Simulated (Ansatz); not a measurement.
## Electronic structure of CPS (doublet) in real space

Input file:

```
crystal:
  periodic: [false, false, false]
  atoms:
    - {symbol: C, position_ang: [0.000000, 0.000000, -0.010299]}
    - {symbol: P, position_ang: [0.000000, 0.000000, 1.608665]}
    - {symbol: S, position_ang: [0.000000, 0.000000, -1.598366]}
basis:
  gaussian:
    orbitals: def2-TZVPD
magnetization:
  spin_polarized: true
  initial_magnetization: 1
hamiltonian:
  xc: pbe0
output: {forces: true, orbitals: {seedname: orbitals}}
```

Launched as:

```sh
ansatz run input.yaml --threads 1 --pin off --max-ram 2610MiB --events-out events.jsonl --progress --plain --runs-dir runs
```

Geometry: B3LYP/6-31G*.

Theory: isolated molecule in a Gaussian basis; Kohn-Sham density functional theory, functional PBE0 (Ansatz).

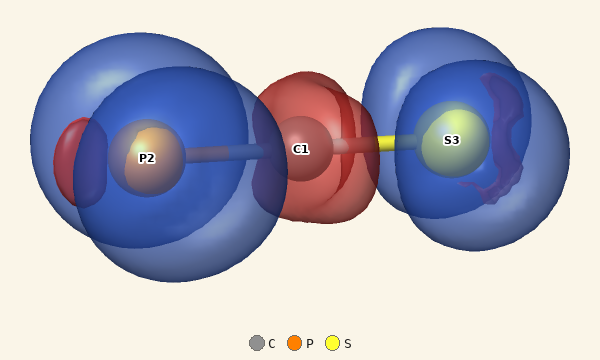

Figure 1. Isosurfaces of the spin density (α minus β) at +0.02 (blue) and −0.02 e/Å³ (red), seen from one side.

### Where is the unpaired spin?

The unpaired spin (1 electron) lies mostly on P2 (about 0.6) and S3 (about 0.4), in electrons by Hirshfeld's partition.

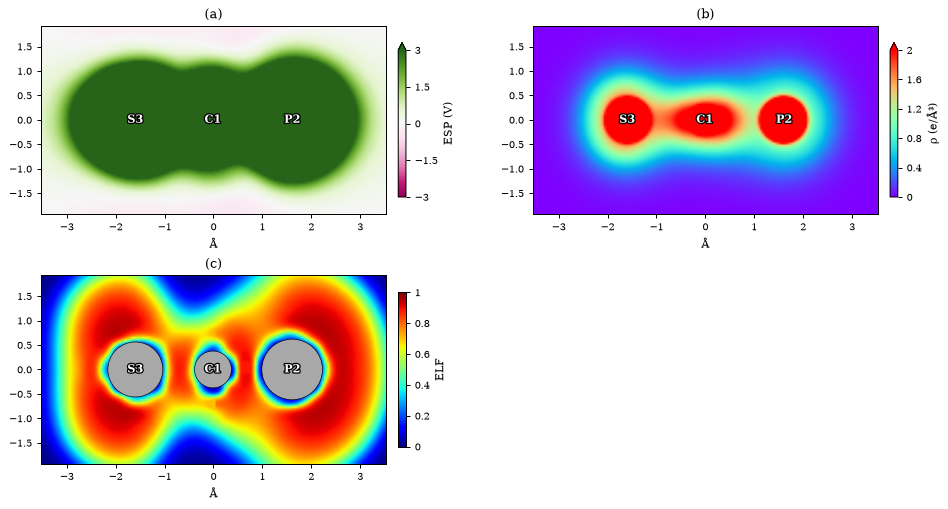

Figure 2. (a) molecular electrostatic potential; (b) electron density; (c) ELF on a plane that holds the molecular axis. Grey discs cover the atomic cores in the ELF map.

### What do the fields say about this system?

- The section cuts through C, P and S sites.
- C–S (1.59 Å): the density is about 1.7 e/Å³ at the midpoint; the ELF peaks at about 0.90 between the atoms; a covalent bond.
- C–P (1.62 Å): the density is about 1.5 e/Å³ at the midpoint; the ELF peaks at about 0.90 between the atoms; localised, covalent bonding.
- The ELF also peaks beside S3 and P2, away from the bonds: non-bonding electrons, paired or unpaired.
- Outside the dense part of the molecule the potential is most negative (−0.4 V) near C1.
